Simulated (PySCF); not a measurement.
Molecule: H10Ge4, SMILES [GeH3][GeH]([GeH3])[GeH3]. Atoms near the plane z = 1.2 Å, at the PBE0/def2-SVP optimised geometry (x, y, z in Å): Ge1 (-1.3, 0.2, 2.0), Ge3 (-0.6, -2.1, 1.9), Ge4 (-0.5, 1.4, 0.0), H5 (-2.9, 0.2, 1.9), H10 (-1.1, -2.8, 0.7), H11 (1.0, -2.2, 2.0), H12 (1.1, 1.4, 0.0), H13 (-1.0, 2.8, 0.0).

Method: PySCF 2.14.0 with PBE0/def2-TZVP. The values are rescaled to run from 0 to 1.

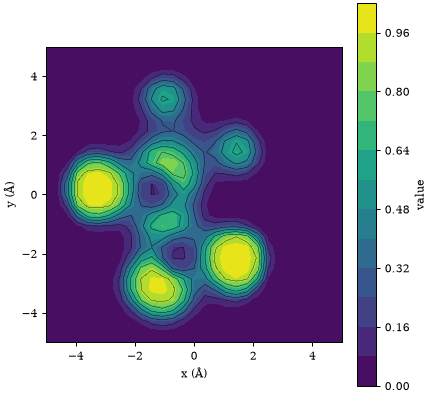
Figure. a field on the plane z = 1.2 Å.

### Question
Which quantity is mapped?
A. electrostatic potential
B. log10 of the electron density
C. Laplacian of the electron density
D. electron localisation function

### Answer
D, electron localisation function
